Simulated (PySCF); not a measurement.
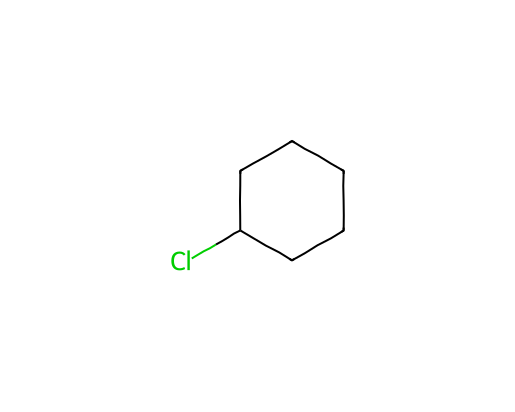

> Give its SMILES.

ClC1CCCCC1

> What is the molecular formula?

C6H11Cl.

> An optimisation with PBE0-D3(BJ)/def2-TZVP gave a structure of which point group?

Cs.

The parts below concern this one geometry. Atoms keep their numbers from picture to picture. Computed geometry: PBE0-D3(BJ)/def2-TZVP optimisation. No frequency run is at hand to confirm it as a minimum.

### Electronic properties

No frequency run is at hand to confirm it as a minimum. Method: B97-2/pcSseg-2, gas phase (PySCF 2.14.0).

> Give the dipole moment at this level.

2.19 D.

> Give the HOMO energy (Kohn–Sham orbital) at this level.

−7.84 eV.

> Give the HOMO–LUMO gap at this level.

8.35 eV.

### NMR shielding

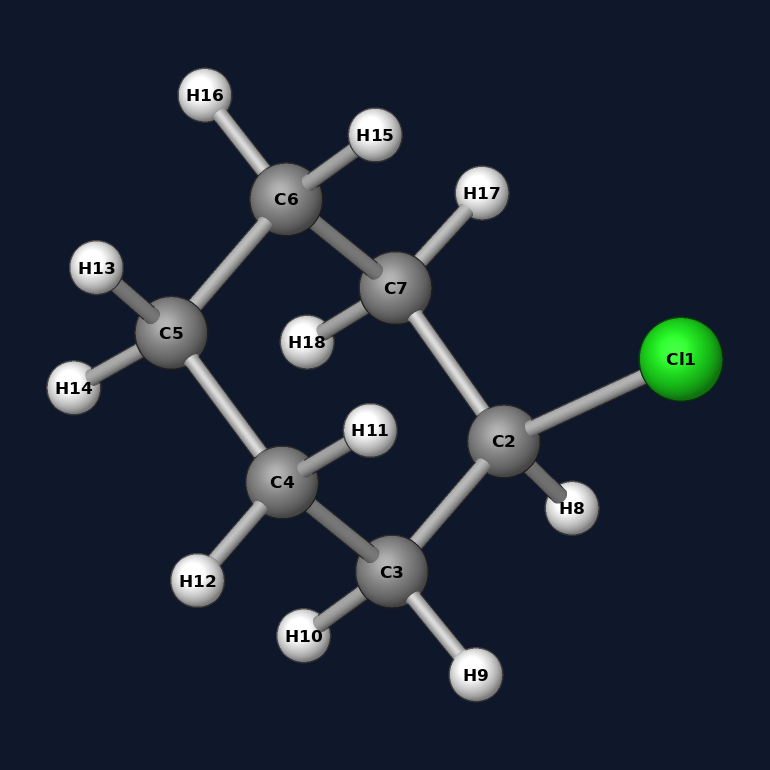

The questions are on isotropic NMR shieldings of the H atoms. No frequency run is at hand to confirm it as a minimum. Properties computed with GIAO ωB97X-D/pcSseg-2 NMR shielding, non-relativistic, IEF-PCM chloroform (PySCF 2.14.0).

> Which H atom is the most shielded (lowest chemical shift)?

H14 (30.40 ppm).

> Which H atom is the least shielded (highest chemical shift)?

H8 (27.09 ppm).

> How wide is the range of H shifts?

3.31 ppm.

List the isotropic NMR shieldings of the H atoms.

```json
{"atom": "H8", "σ (ppm)": "27.09"}
{"atom": "H9", "σ (ppm)": "29.72"}
{"atom": "H10", "σ (ppm)": "29.92"}
{"atom": "H11", "σ (ppm)": "29.84"}
{"atom": "H12", "σ (ppm)": "30.17"}
{"atom": "H13", "σ (ppm)": "29.93"}
{"atom": "H14", "σ (ppm)": "30.40"}
{"atom": "H15", "σ (ppm)": "29.83"}
{"atom": "H16", "σ (ppm)": "30.17"}
{"atom": "H17", "σ (ppm)": "29.73"}
{"atom": "H18", "σ (ppm)": "29.92"}
```

### Quadrupole coupling

No frequency run is at hand to confirm it as a minimum. Electric field gradients from the ground-state density, PBE0/pcSseg-2 (PySCF 2.14.0), non-relativistic apart from any core potentials.

Give the largest field-gradient component, the quadrupole coupling constant and the asymmetry for 35Cl at Cl1 (Q = −81.7 mb), 2H at H8 (Q = 2.86 mb), 2H at H9 (Q = 2.86 mb).

```json
{"atom": "Cl1", "V_zz (a.u.)": "3.576", "e²qQ/h (MHz)": "−68.6", "η": "0.01"}
{"atom": "H8", "V_zz (a.u.)": "0.278", "e²qQ/h (MHz)": "0.187", "η": "0.04"}
{"atom": "H9", "V_zz (a.u.)": "0.281", "e²qQ/h (MHz)": "0.189", "η": "0.02"}
```
